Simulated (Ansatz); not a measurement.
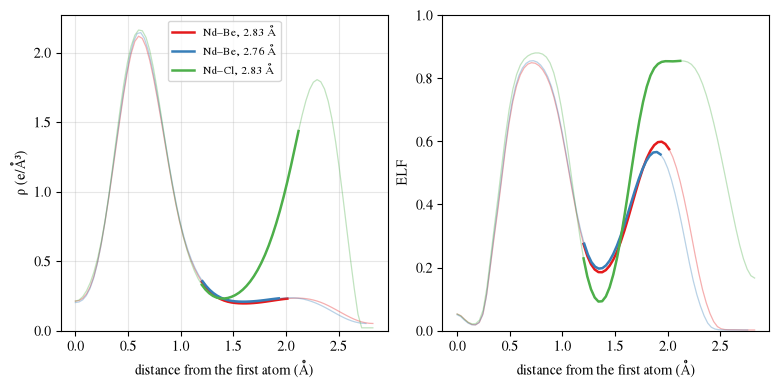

*Nd3BeCl. Valence pseudo-density and electron localisation function along straight lines between neighbouring atoms. Thin, pale parts lie inside the atomic spheres.*

Space group P4/mmm; a structure generated by program, which may or may not match a known phase; computed without spin polarisation; no Hubbard U on the f states and no spin–orbit coupling.

Theory: DFT PBE, scalar-relativistic, plane waves, PAW; 4f electrons in the core of a trivalent norm-conserving potential (Ansatz 0.2.0).

The density is the valence pseudo-density of a pseudopotential calculation; it isn't the true density close to the nuclei.

The calculation's input:

```
crystal:
  lattice:
    - [5.6571824792, 0.0, 0.0]
    - [0.0, 5.6571824792, 0.0]
    - [0.0, 0.0, 5.5273469448]
  atoms:
    - { symbol: Nd, position: [0.5, 0.0, 0.0] }
    - { symbol: Nd, position: [0.0, 0.5, 0.0] }
    - { symbol: Nd, position: [0.5, 0.5, 0.5] }
    - { symbol: Be, position: [0.5, 0.5, 0.0] }
    - { symbol: Cl, position: [0.0, 0.0, 0.0] }
basis:
  ecutwfc: 660
kpoints:
  mp_grid: { grid: [8, 8, 8] }
hamiltonian:
  xc: pbe
  pseudopotentials:
    kind: paw
    azcp: { Nd: "pseudopotentials/pbe/nc/lanthanide_3plus/Nd.nc.azcp" }
scf:
  occupations: { method: gaussian, width: 0.1 }
output:
  forces: true
  stress: true
  eigenvalues: true
  write_density: true
  write_potential: true
  elf: true
  volumetric_format: npy
relax:
  adjacent_minimum: "off"
  f_tol: 0.01
  max_steps: 80
  cell: { stress_tol: 0.05 }
```

Command:

```sh
ansatz run input.yaml --threads 1 --pin off --max-ram 2560MiB --backend cpu --events-out ev --progress --plain --runs-dir out
```

Below, planes, directions and counts refer to the conventional cell (a = 5.65 Å, b = 5.65 Å, c = 5.52 Å, α = 90.00°, β = 90.00°, γ = 90.00°).

The fields are those of the run's last geometry, not of the input's.

### What can be read from the curves?

Nd–Be (2.83 Å): the density is about 0.22 e/Å³ at the midpoint; the ELF is about 0.20 at the midpoint; no shared electron pair shows on this line.
Nd–Be (2.76 Å): the density is about 0.24 e/Å³ at the midpoint, with its minimum of 0.21 e/Å³ about 1.6 Å from Nd; the ELF is about 0.20 at the midpoint: no shared electron pair shows on this line.
Nd–Cl (2.83 Å): the density is about 0.23 e/Å³ at the midpoint; the ELF is about 0.10 at the midpoint: no localised pair shows between them.
